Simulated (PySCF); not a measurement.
C2H6O2Si2: NMR shielding calculation

C2H6O2Si2, computed with GIAO BLYP/pcSseg-1 NMR shielding, non-relativistic, gas phase (PySCF 2.14.0).

The geometry comes from this level: PBE0-D3(BJ)/def2-SVP. Figures and captions count atoms from 1; the log counts them from 0 in places.

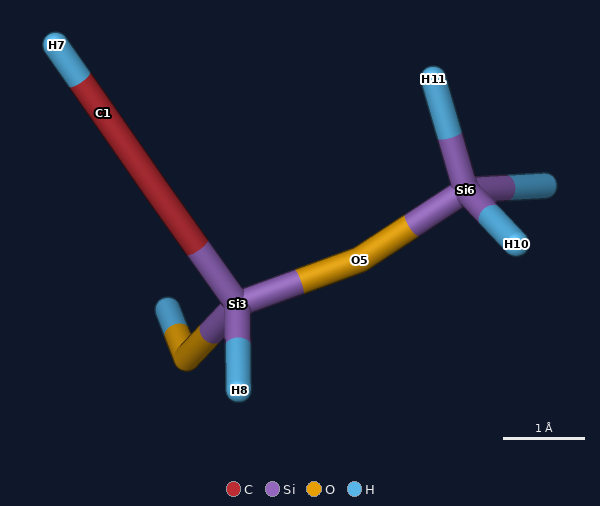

Fig. 1: The input geometry (stick view, seen at a tilt; atoms are numbered from 1 in the order of the input). Bond lengths as drawn: C–C 1.22 Å, C–H 1.08 Å, C–Si 1.84 Å, H–O 0.96 Å, H–Si 1.48 to 1.49 Å and O–Si 1.65 to 1.66 Å.

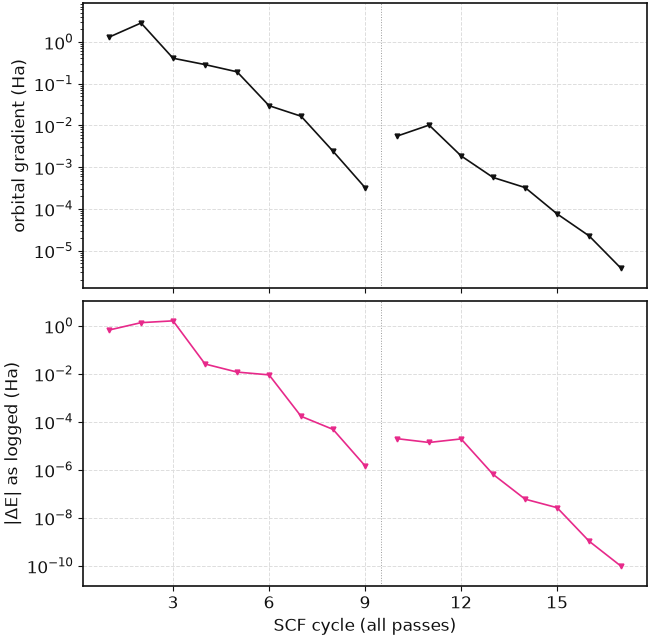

Fig. 2: Convergence of the self-consistent field: orbital gradient and size of the energy change against the SCF cycle. The dotted line marks the change from a coarse to the final integration grid. The first 9 cycles use a coarse grid, the final grid takes over at cycle 10, and the field converges after 17 cycles in all.

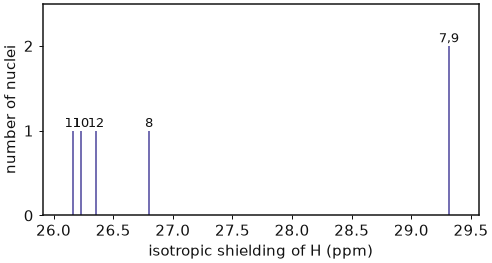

Fig. 3: Isotropic shieldings of the hydrogen nuclei in this fixed geometry, labelled by atom number; shielding grows to the right, so chemical shift grows to the left. The least shielded is H11 (26.2 ppm), the most shielded H9 (29.3 ppm).

The input and output of the run follow.

### Input file
```
{"job": {"kind": "nmr", "xc": "BLYP", "basis": "pcSseg-1", "pop": false}, "charge": 0, "multiplicity": 1}
C      2.099412    -1.286619     1.348143
C      1.455985    -0.341976     0.929338
Si     0.469465     1.072431     0.294868
O      1.418217     2.064398    -0.617164
O     -0.759719     0.451005    -0.607044
Si    -2.020033    -0.614735    -0.759173
H      2.668884    -2.119825     1.720944
H     -0.057670     1.899825     1.400815
H      1.971655     1.645836    -1.282996
H     -3.109234    -0.262374     0.199971
H     -1.558000    -2.007718    -0.483309
H     -2.539208    -0.528644    -2.153007
```

The first line tells a small driver script what to run in PySCF; the rest is the geometry in Å.

Launch command:
```bash
OMP_NUM_THREADS=1 python <driver script> task.json out
```

### The program's output
```
coarse grid: 11312 points
cycle   1  E = -808.8519695088  dE =  6.634e-01  |g| = 1.298e+00  |ddm| = 3.373e+00
cycle   2  E = -807.5054449666  dE =  1.347e+00  |g| = 2.833e+00  |ddm| = 3.464e+00
cycle   3  E = -809.1063867435  dE = -1.601e+00  |g| = 4.058e-01  |ddm| = 2.998e+00
cycle   4  E = -809.1318140408  dE = -2.543e-02  |g| = 2.856e-01  |ddm| = 5.718e-01
cycle   5  E = -809.1435478478  dE = -1.173e-02  |g| = 1.917e-01  |ddm| = 2.720e-01
cycle   6  E = -809.1525179811  dE = -8.970e-03  |g| = 2.962e-02  |ddm| = 1.405e-01
cycle   7  E = -809.1526863077  dE = -1.683e-04  |g| = 1.657e-02  |ddm| = 3.020e-02
cycle   8  E = -809.1527340922  dE = -4.778e-05  |g| = 2.397e-03  |ddm| = 1.278e-02
cycle   9  E = -809.1527355390  dE = -1.447e-06  |g| = 3.225e-04  |ddm| = 3.145e-03
final grid: 100920 points
cycle  10  E = -809.2291722467  dE = -1.967e-05  |g| = 5.535e-03  |ddm| = 2.402e-02
cycle  11  E = -809.2291585821  dE =  1.366e-05  |g| = 1.015e-02  |ddm| = 1.205e-02
cycle  12  E = -809.2291777896  dE = -1.921e-05  |g| = 1.859e-03  |ddm| = 8.196e-03
cycle  13  E = -809.2291784287  dE = -6.391e-07  |g| = 5.650e-04  |ddm| = 1.819e-03
cycle  14  E = -809.2291784879  dE = -5.921e-08  |g| = 3.237e-04  |ddm| = 5.789e-04
cycle  15  E = -809.2291785140  dE = -2.612e-08  |g| = 7.582e-05  |ddm| = 2.544e-04
cycle  16  E = -809.2291785151  dE = -1.048e-09  |g| = 2.252e-05  |ddm| = 6.302e-05
cycle  17  E = -809.2291785152  dE = -9.459e-11  |g| = 3.752e-06  |ddm| = 1.838e-05
converged SCF energy = -809.2291785152

GIAO shielding tensors (ppm)
atom      isotropic    diamagn.    paramagn.     s11        s22        s33       span
  0 C       82.980     259.667    -176.687     -0.108      3.386    245.661    245.769
  1 C       91.113     260.239    -169.126     -9.224     -5.567    288.129    297.353
  2 Si     390.108     880.288    -490.181    356.576    397.384    416.364     59.787
  3 O      255.286     387.214    -131.928    203.397    272.542    289.920     86.523
  4 O      267.169     400.790    -133.621    230.366    257.751    313.390     83.024
  5 Si     374.772     878.819    -504.047    333.031    340.397    450.888    117.857
  6 H       29.301      33.068      -3.767     24.591     24.825     38.486     13.895
  7 H       26.801      28.874      -2.073     23.795     24.277     32.330      8.535
  8 H       29.328      31.326      -1.998     23.062     24.823     40.100     17.038
  9 H       26.230      28.537      -2.307     23.056     24.525     31.108      8.052
 10 H       26.160      29.822      -3.662     22.793     25.331     30.355      7.563
 11 H       26.355      28.280      -1.926     23.107     24.616     31.342      8.234
```

### Summary

```json
{"quantity": "outcome", "value": "converged"}
{"quantity": "total energy", "value": "−809.229179 hartree"}
{"quantity": "HOMO", "value": "−6.92 eV"}
{"quantity": "LUMO", "value": "−1.06 eV"}
{"quantity": "dipole moment", "value": "1.85 D"}
{"quantity": "isotropic shielding, C", "value": "83.0 to 91.1 ppm"}
{"quantity": "isotropic shielding, Si", "value": "374.8 to 390.1 ppm"}
{"quantity": "isotropic shielding, O", "value": "255.3 to 267.2 ppm"}
{"quantity": "isotropic shielding, H", "value": "26.2 to 29.3 ppm"}
{"quantity": "hardware", "value": "1 CPU thread, shared host"}
{"quantity": "wall time", "value": "30 s"}
{"quantity": "peak memory", "value": "0.93 GiB"}
```
